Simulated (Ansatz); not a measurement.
C2H5OSi2 (SMILES O[SiH2]C#C[SiH2]) (doublet)

```xyz
10

O    -2.1929   -1.6866   -0.0318
Si   -0.6072   -1.8799    0.0925
C     0.2792   -0.2436    0.0239
C     0.9571    0.8227   -0.0035
Si    1.7731    2.4478   -0.0760
H    -2.5088   -0.6981   -0.1340
H    -0.1362   -2.7507   -1.0128
H    -0.2986   -2.5566    1.3663
H     1.3223    3.3446    1.0970
H     1.4952    3.1493   -1.3186
```

Level of theory: SCF B3LYP, Gaussian basis in Ansatz.

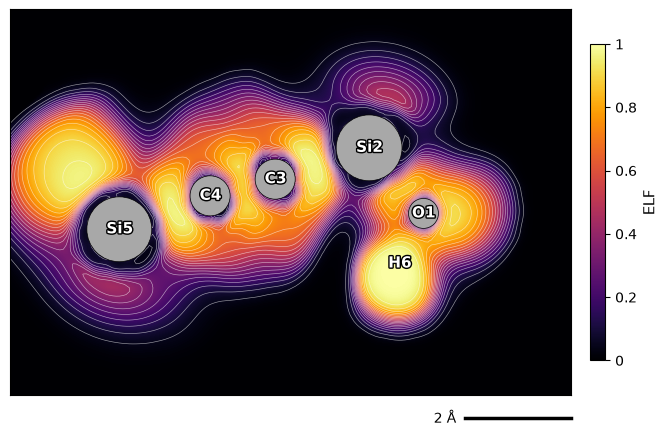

Figure 1. ELF on the plane of atoms Si2, O1 and H6. Grey discs cover the atomic cores.

Describe what can be read from this map.

Answer.
- The section cuts through O, Si, C and H sites.
- C–C (1.26 Å): the ELF peaks at about 0.90 between the atoms (a multiple bond).
- Si–O (1.60 Å): the ELF peaks at about 0.85 between the atoms (a polar covalent bond).
- C–Si (1.82 Å): the ELF peaks at about 0.95 between the atoms: a shared electron pair.
- O–H (1.04 Å): the ELF climbs to about 1 towards the hydrogen, as it does in any bond to H: an ordinary covalent bond to hydrogen.
- C–Si (1.86 Å): the ELF peaks at about 0.95 between the atoms, as expected for a covalent bond.
- The ELF also peaks beside O1 and Si5, away from the bonds: non-bonding electrons, paired or unpaired.

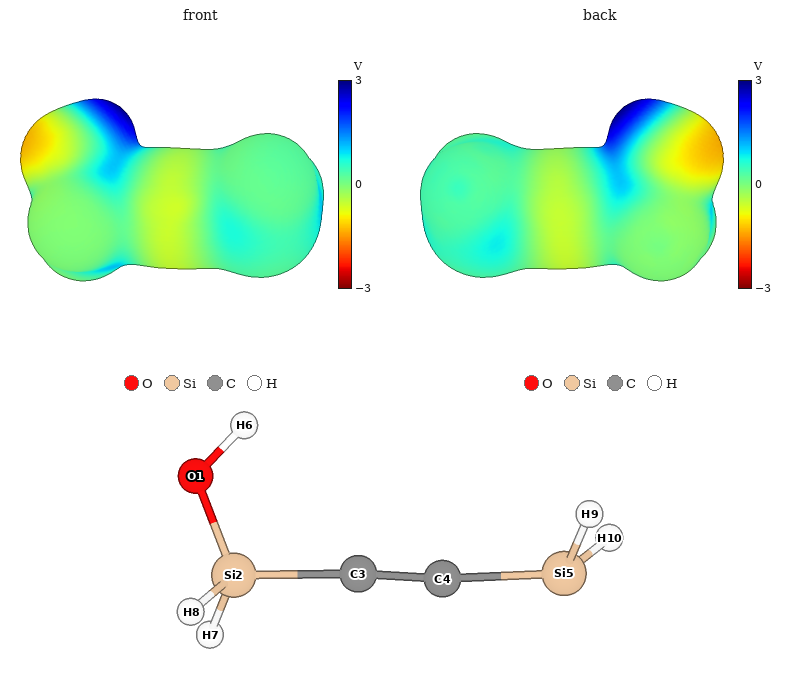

Figure 2. The molecular electrostatic potential painted on the density surface at 0.002 e/bohr³, seen from the front and from behind; red is negative and blue positive. The bare structure is drawn below in the same view.

Describe the electrostatic potential map.

Answer. The most negative region (about −1.3 V) lies over O1, the most positive (about +2.8 V) over H6. O1 is the likeliest acceptor of a hydrogen bond.

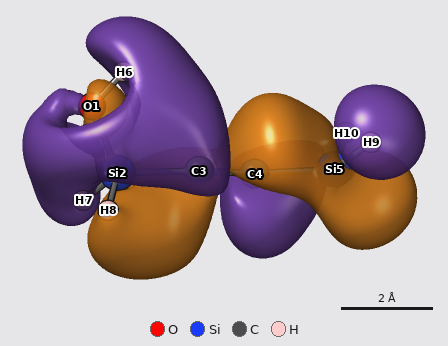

Figure 3. One frontier orbital at ±0.05 Å⁻³ᐟ² (orange and purple are the two phases), seen at a tilt.

Which orbital is it: HOMO (α) or LUMO (α)?

Answer. The LUMO (α), at −0.85 eV. By Hirshfeld shares it lies mainly on C4 (about 25 %), C3 (about 20 %), Si2 (about 20 %) and Si5 (about 15 %).
